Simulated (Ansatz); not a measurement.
Input

```
crystal:
  periodic: [false, false, false]
  atoms:
    - { symbol: Si, position_ang: [0.0, 0.0, 0.0] }
    - { symbol: F, position_ang: [0.0, 0.0, 1.59] }
    - { symbol: H, position_ang: [1.3768, 0.0, -0.4862] }
    - { symbol: Cl, position_ang: [-1.0032, 1.7381, -0.7093] }
    - { symbol: F, position_ang: [-0.7489, -1.2974, -0.5295] }
basis:
  gaussian: { orbitals: def2-SVP }
hamiltonian:
  xc: pbe
relax:
  f_tol: 0.02
  max_steps: 40
output:
  orbitals: {}
```

Command:

```sh
ansatz run input.yaml --threads 1 --pin off --max-ram 2048MiB --backend cpu --events-out ev --progress --plain --runs-dir out
```

The fields are those of the run's last geometry, not of the input's.

Method: Ansatz 0.2.0, RKS PBE/def2-SVP.

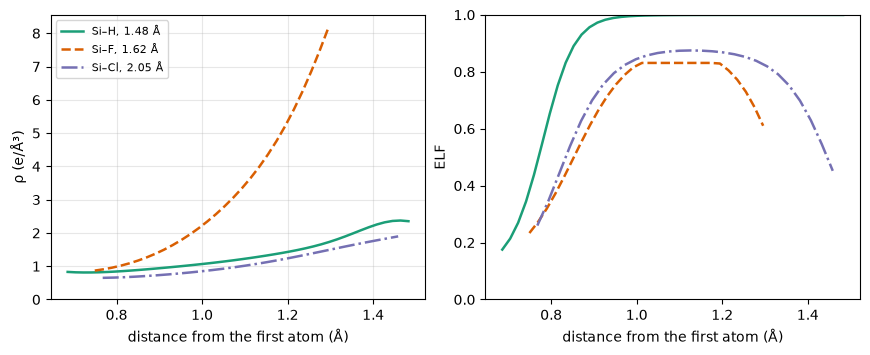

ClF$_{2}$HSi. Total electron density and electron localisation function along straight lines between neighbouring atoms. The curves leave out the atomic cores.

> What can be read from the curves?

Si–H (1.48 Å): ρ at the midpoint is about 0.81 e/Å³; the ELF climbs to about 1 towards the hydrogen, as it does in any bond to H.
Si–F (1.62 Å): ρ at the midpoint is about 1 e/Å³; the ELF peaks at about 0.85 in the valence shell of F, 0.6 Å from its nucleus, and is about 0.35 at the midpoint.
Si–Cl (2.05 Å): the density is about 0.88 e/Å³ at the midpoint; the ELF peaks at about 0.85 between the atoms; a polar covalent bond.
